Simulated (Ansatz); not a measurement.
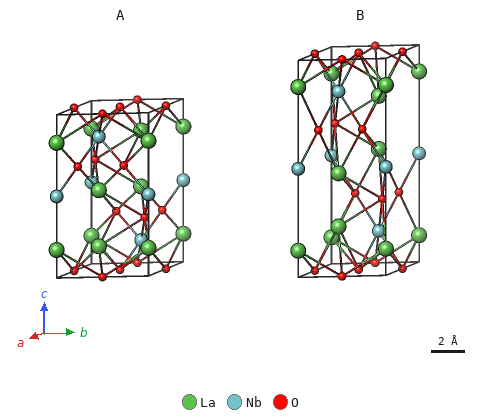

Two geometries of crystalline La2NbO3 (a generated structure, set up in R-3m) (coarse preliminary run), drawn at one scale. One is the start of a relaxation, the other its converged end. A ball-and-stick model of the conventional cell (3 times the calculation's cell), seen slightly off an axis. Lengths and directions refer to the drawn axes.

All numbers below come from DFT PBE, scalar-relativistic, plane waves, PAW in Ansatz 0.2.0. Set-up: plane-wave cutoff 420 eV; k-point mesh 6 × 6 × 6; occupations gaussian; smearing width 0.1 eV; collinear spin; cell and atoms relaxed; force threshold 0.04 eV/Å; at most 70 steps.

> Which geometry has the lower energy?

Structure A is the relaxed one. Over 9 accepted moves (10 points after the start) the energy falls by 1411 meV per atom. The largest force component goes from 0.37 to 0.0016 eV/Å. The pressure goes from −15.88 to 0.10 GPa. At 1 point the geometry stayed and the basis and grid were re-selected for the new cell (energy shift of 1.3 meV per atom at most each time). The largest moves relative to the cell, 0.50 Å, are those of La atoms. Nb and O stay in place. The volume changes by −17.3 %, with a = b 5.434 → 5.699 Å (+4.9 %), c 13.516 → 10.165 Å (−24.8 %). Among the contacts that change: La–Nb 5.101 → 3.337 Å, La–O 3.252 → 2.325 Å, Nb–O 2.745 → 2.362 Å, La–La 3.313 → 3.492 Å. Bond angles that change, for instance: O–Nb–O 59.3° → 74.2°, O–Nb–O 120.7° → 105.8°. The space group stays R-3m (No. 166). The run took 4.6 min on 1 thread of Arm Neoverse V2 (shared host), peak memory 0.55 GiB.
